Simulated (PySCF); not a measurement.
## A study: CH₅BN₂, SMILES `N#C[BH2-][NH3+]`

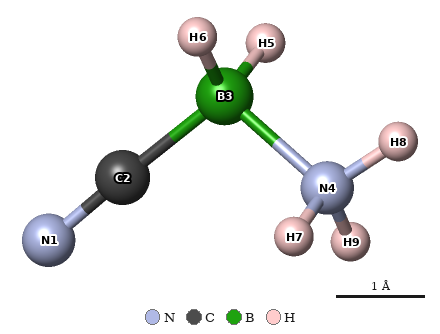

The molecule, with its atoms numbered as below. No frequency check shows the geometry to be a minimum.

Geometry (Å), atoms numbered from 1:

```
N1      -1.9653   -0.3625    0.0000
C2      -0.9405    0.1588   -0.0004
B3       0.4629    0.8172   -0.0000
N4       1.5138   -0.4587    0.0001
H5       0.6654    1.4320   -0.9979
H6       0.6640    1.4311    1.0001
H7       1.3450   -1.0199    0.8301
H8       2.4679   -0.1137   -0.0012
H9       1.3461   -1.0192   -0.8291
```

## 1. Bonding charge

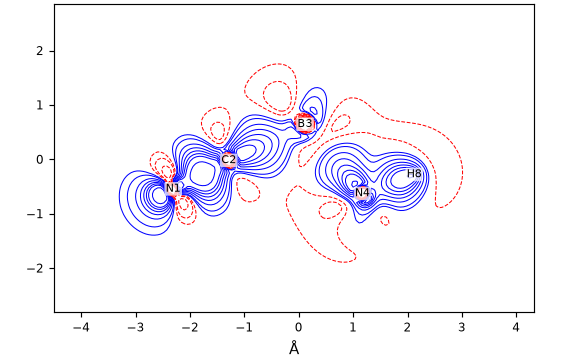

Deformation density (molecule less spherical, spin-averaged free atoms) in the plane of N1, C2, B3, N4 and H8; contours at ±0.05 to ±0.8 e/Å³; solid blue lines: gain, dashed red lines: loss.

Method: B3LYP/6-31+G*; geometry: GFN2-xTB; program: PySCF.

**Describe the bonding that the map shows.**

N1–C2: +0.91 e/Å³ at the bond critical point (bond length 1.15 Å). N4–H8: +0.76 e/Å³ at the bond critical point (bond length 1.01 Å). C2–B3: +0.26 e/Å³ at the bond critical point (bond length 1.55 Å). B3–N4: −0.04 e/Å³ at the bond critical point (bond length 1.65 Å); up to 0.6 Å beside the axis the gain reaches +0.44 e/Å³. In all, 2.0 electrons gather in the regions of gain relative to the promolecule. A small or negative value marks a very polar bond, one between electron-rich atoms, whose free-atom densities already overlap strongly, a long bond to a heavier atom, or a closed-shell contact such as a hydrogen bond.

**Where do the Hirshfeld charges lie?**

The highest Hirshfeld charge is on H7 and H9 (+0.17 e), the lowest on N1 (−0.28 e).

```csv
atom,charge (e)
N1,−0.28
C2,−0.03
B3,+0.01
N4,−0.05
H5,−0.08
H6,−0.08
H7,+0.17
H8,+0.17
H9,+0.17
```

## 2. Bond critical points

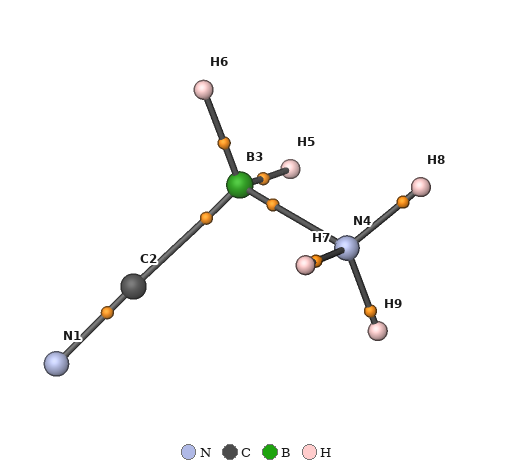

Molecular graph of the electron density (QTAIM): bond paths, bond critical points (orange), ring points (yellow, if any); weak paths are dashed.

**How many critical points of each kind are there, and does the count close?**

9 nuclei, 8 bond, 0 ring and 0 cage critical points: 9 − 8 + 0 − 0 = 1, as the Poincaré–Hopf relation requires.

**What does the calculation give at each kind of bond critical point?**

```tsv
bond	length (Å)	ρ (a.u.)	∇²ρ (a.u.)	ε	H (a.u.)
N1–C2	1.150	0.477	+0.55	0.00	−0.841
N4–H8	1.015	0.331	−1.69	0.01	−0.462
N4–H9	1.015	0.331	−1.69	0.01	−0.462
N4–H7	1.016	0.330	−1.68	0.01	−0.460
B3–H5 (2 alike)	1.189	0.177	−0.31	0.13	−0.191
C2–B3	1.550	0.162	+0.20	0.23	−0.144
B3–N4	1.653	0.107	+0.40	0.15	−0.065
```

**What kind of interaction is N4–H8?**

Shared-shell (covalent): ρ = 0.331, ∇²ρ = −1.69, H = −0.462 a.u.

## 3. Local ionisation energy

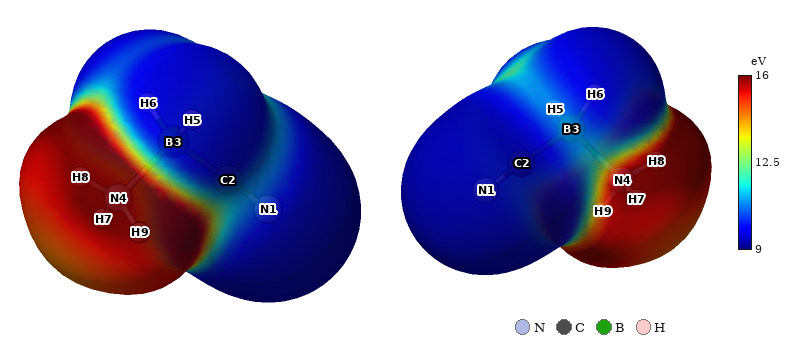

Average local ionisation energy on the surface of electron density 0.001 a.u. (back view left, front view right).

**Where are the most loosely bound electrons on this surface?**

The lowest value is 9.2 eV, 1.9 Å from N1, and at like points elsewhere. Further minima include 9.4 eV, 1.5 Å from H6, and at like points elsewhere; 14.4 eV, near H8 (1.79 Å), H7 (1.82 Å), N4 (1.93 Å) and H9 (1.99 Å). For comparison, the highest occupied orbital lies at −7.9 eV.

**What volume does the surface enclose, and what is the dipole moment?**

About 93 Å³; the dipole moment is 7.5 D.

## 4. Excited states

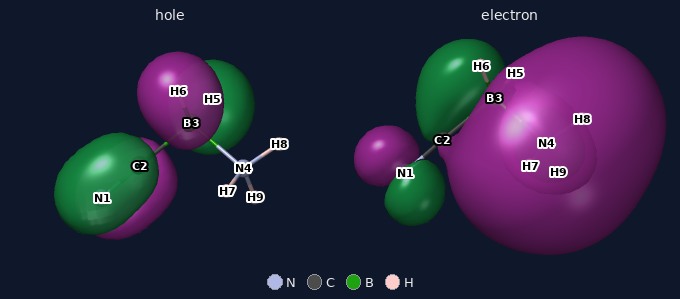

Leading natural transition orbital pair of S₁ (TDA singlet states); the surfaces enclose about 85 % of each orbital's density.

PySCF calculation, PBE/cc-pVDZ, gas phase; geometry: GFN2-xTB. Without diffuse functions Rydberg states are missing, so the states' numbers hold for this basis only.

**Where does the state lie, and where do hole and electron sit?**

5.65 eV (220 nm), f = 0.000 (very weak), partly diffuse acceptor orbital, which a basis without diffuse functions describes poorly; the leading pair carries 100 %; hole on N1 (37 %), C2 (21 %) and B3 (16 %), electron on H8 (21 %), N4 (20 %) and H7 and H9 (17 % each) (atom shares of so diffuse an orbital are rough); their centroids lie 2.3 Å apart. In canonical orbitals it is mainly HOMO → LUMO (100 %). The HOMO–LUMO gap is 5.61 eV.
